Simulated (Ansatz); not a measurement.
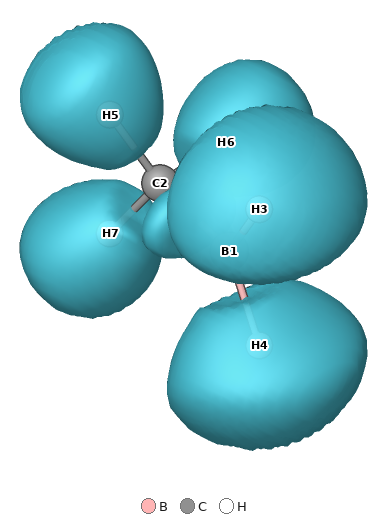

CH5B (SMILES BC). Isosurface of the ELF at 0.85 (cyan), seen at an oblique angle. Only the valence region is drawn (cores and ρ < 0.01 e/Å³ removed).

Geometry: PBE0-D4/def2-TZVP.

Theory: Ansatz 0.2.0, RKS PBE0-D4/def2-TZVPP.

The calculation's input:

```
crystal:
  periodic: [false, false, false]
  atoms:
    - {symbol: B, position_ang: [-0.244307, -0.850159, 0.043203]}
    - {symbol: C, position_ang: [0.145983, 0.647658, 0.009475]}
    - {symbol: H, position_ang: [0.303606, -1.612897, 0.788144]}
    - {symbol: H, position_ang: [-1.055040, -1.292671, -0.720888]}
    - {symbol: H, position_ang: [0.563848, 1.040392, 0.938142]}
    - {symbol: H, position_ang: [0.969499, 0.679929, -0.726687]}
    - {symbol: H, position_ang: [-0.622389, 1.319647, -0.376987]}
basis:
  gaussian: {orbitals: def2-TZVPP}
hamiltonian: {xc: pbe0, dispersion: d4}
output: {orbitals: {seedname: orbitals}}
```

Run with:

```sh
ansatz run in.yaml --threads 2 --pin off --events-out ev --progress --plain --max-ram 32768MiB --backend cpu
```

Describe the localisation domains.

At this value the surface marks out one region between bonded B–C atoms (shared pairs) and five regions around hydrogen nuclei. Profiles from the grid: C–B (1.55 Å): the ELF peaks at about 0.95 between the atoms; localised, covalent bonding. C–H (1.09 Å): the ELF climbs to about 1 towards the hydrogen, as it does in any bond to H: an ordinary covalent bond to hydrogen.
